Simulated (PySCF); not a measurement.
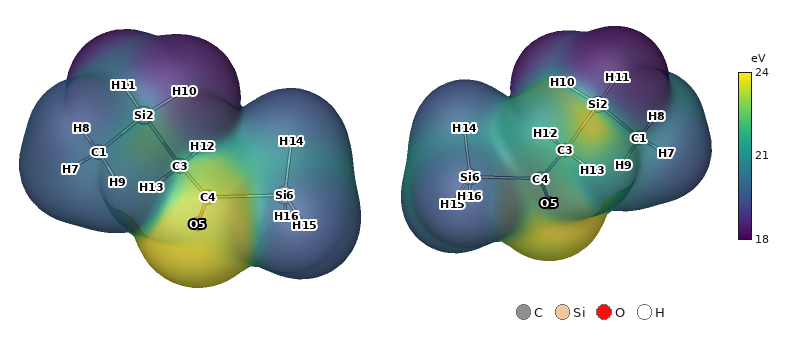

Figure 1: C3H10OSi2, charge +1, doublet, SMILES `C[SiH2]CC(=[O+])[SiH3]`. Average local ionisation energy on the surface of electron density 0.001 a.u. (back view left, front view right).

PySCF calculation, HF/6-31+G*, gas phase; geometry: GFN2-xTB. No frequency check shows the geometry to be a minimum. The stability of the open-shell solution wasn't checked. GFN2-xTB doesn't know the spin state, so this open-shell geometry is rough.

Question: Where are the most loosely bound electrons on this surface?

Answer: The lowest value is 18.1 eV, 1.5 Å from H11. Further minima include 18.2 eV, 1.5 Å from H10; 19.4 eV, 1.3 Å from H8; 19.5 eV, 1.4 Å from H14. For comparison, the highest occupied orbital lies at −16.1 eV.

Question: What volume does the surface enclose?

Answer: About 169 Å³.
